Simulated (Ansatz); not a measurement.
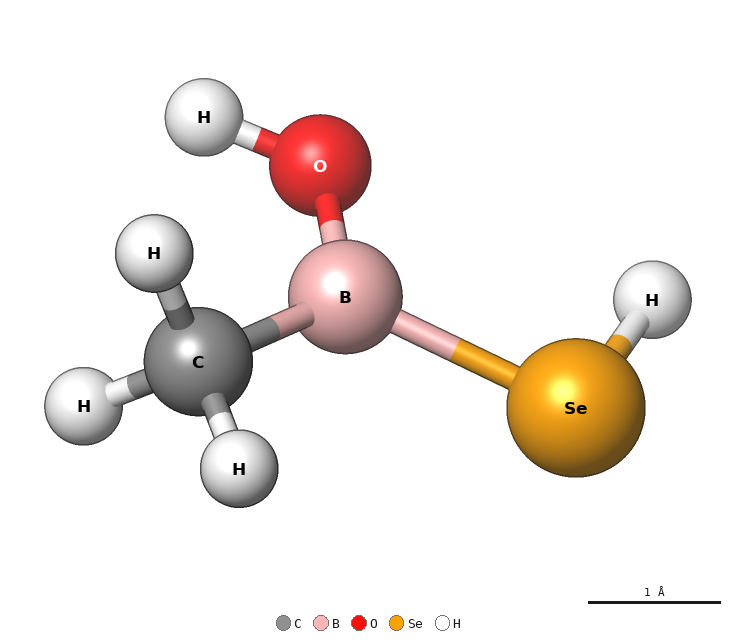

Every bond is drawn as one stick, whatever its order.

The computed structure is the end point of a PBE0-D4/def2-TZVP optimisation.

What does the picture show?

It has 9 atoms: 1 carbon, 5 hydrogen, 1 boron, 1 oxygen and 1 selenium (CH₅BOSe). SMILES: `CB(O)[SeH]`. It has no ring. The point group is Cs. Coordination: 1 C tetrahedral; 1 B trigonal planar; 1 O bent; 1 Se bent.

More results for the same structure follow; atom numbers are the same in all pictures, views and colours differ.

### Shape

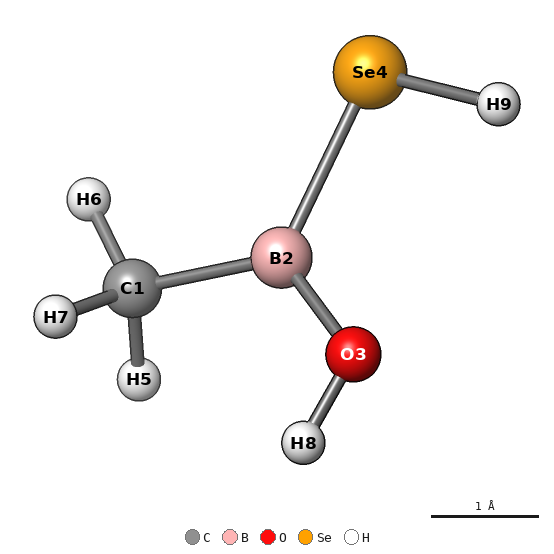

Numbered structure.

Give the bond lengths.

```
  bond  length (Å)   order
 C1–B2       1.569  single
 C1–H5       1.096  single
 C1–H6       1.091  single
 C1–H7       1.096  single
 B2–O3       1.358  single
B2–Se4       1.954  single
 O3–H8       0.961  single
Se4–H9       1.468  single
```

### Levels of theory compared

Program: Ansatz 0.2.0.

At this fixed geometry, give HOMO energy (eV) at these levels: B97M-V/def2-TZVPP; CAM-B3LYP-D4/def2-TZVPP; PBE-D4/def2-TZVPP; PBE0-D4/def2-QZVPP; PBE0-D4/def2-SVP; PBE0-D4/def2-TZVPP; SPW92 (LDA)/def2-TZVPP; r2SCAN-D4/def2-TZVPP; r2SCAN0-D4/def2-TZVPP; revPBE-D4/def2-TZVPP; ωB97M-V/def2-QZVPP; ωB97X-V/def2-TZVPP.

```
                  level  HOMO energy (eV)
      B97M-V/def2-TZVPP             −6.21
CAM-B3LYP-D4/def2-TZVPP             −8.30
      PBE-D4/def2-TZVPP             −5.90
     PBE0-D4/def2-QZVPP             −7.06
       PBE0-D4/def2-SVP             −6.85
     PBE0-D4/def2-TZVPP             −7.03
 SPW92 (LDA)/def2-TZVPP             −6.05
   r2SCAN-D4/def2-TZVPP             −6.18
  r2SCAN0-D4/def2-TZVPP             −7.22
   revPBE-D4/def2-TZVPP             −5.85
     ωB97M-V/def2-QZVPP             −9.20
     ωB97X-V/def2-TZVPP             −9.31
```

### Vibrations

Harmonic vibrations computed with RKS PBE0-D4/def2-TZVP (Ansatz 0.2.0) at a stationary point of the same level.

How many vibrational modes are there, and where do they lie?

Answer. 21 modes: 44, 230, 309, 338, 434, 519, 547, 702, 871, 872, 927, 1178, 1315, 1382, 1455, 1461, 2448, 3035, 3097, 3141, 3860 cm⁻¹.

### Dipole moment

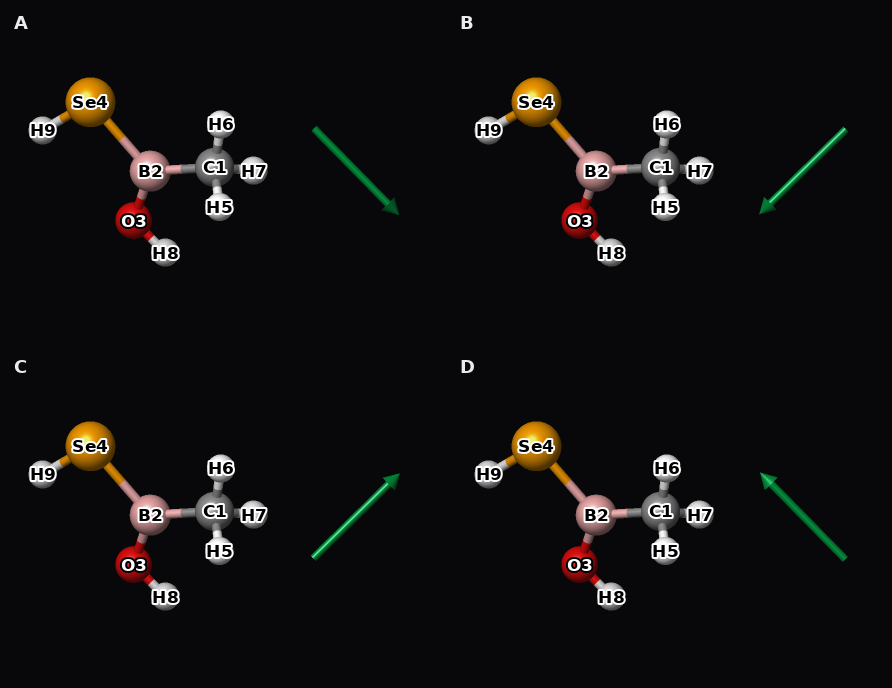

The same molecule four times, each with an arrow. Level of theory: RKS r2SCAN-D4/def2-TZVPP (Ansatz 0.2.0).

Which arrow points along the dipole moment, from the negative to the positive end?

Answer. A. The dipole moment is 2.31 D; it points from the side of H9 to the side of H5, H7, H8 (the outermost atoms at the two ends).

### Charges

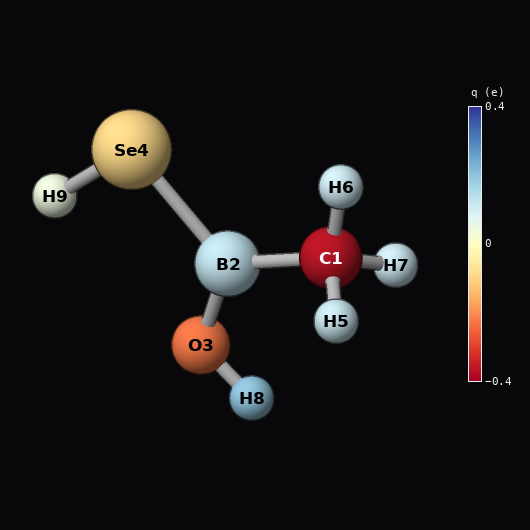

Atoms are coloured by their Mulliken charges. Method: RKS PBE-D4/def2-TZVPP (Ansatz 0.2.0).

Give the Mulliken charges atom by atom.

| atom | value (e) |
| --- | --- |
| C1 | −0.36 |
| B2 | 0.12 |
| O3 | −0.22 |
| Se4 | −0.09 |
| H5 | 0.11 |
| H6 | 0.10 |
| H7 | 0.11 |
| H8 | 0.19 |
| H9 | 0.05 |

Mulliken values depend strongly on the basis set and can even reverse the polarity of a bond.
